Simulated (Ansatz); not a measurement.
The parent structure is Ru in the hcp (Mg type) structure (space group P6_3/mmc, No. 194; a = 2.691 Å, c = 4.249 Å; relaxed with 0.1 eV smearing).

Structures relaxed with PBEsol in Ansatz (plane waves to 420 eV, PAW, without spin-orbit coupling).

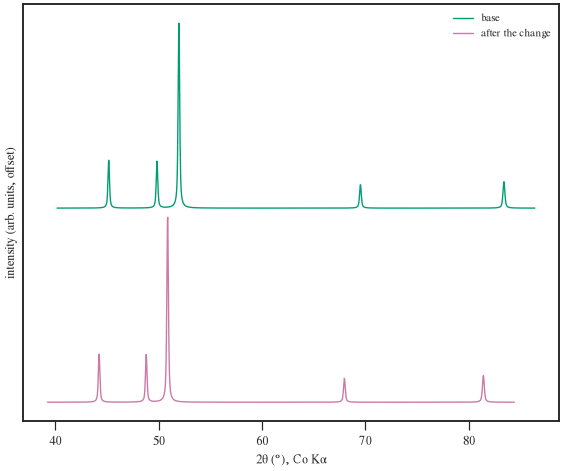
Figure: Simulated powder patterns before (top) and after one change

**Question.** Which change produced these results?
A) isotropic strain +2.00 %
B) isotropic strain −0.50 %
C) isotropic strain +2.50 %
D) isotropic strain −2.50 %

**Answer.** A, isotropic strain +2.00 %. Its volume per atom is 14.14 Å³ against 13.33 Å³, and its space group is P6_3/mmc (No. 194).

Whether these cells are dynamically stable was not tested. All final runs are without spin polarisation.

Ansatz is a quantum-chemistry and plane-wave program.
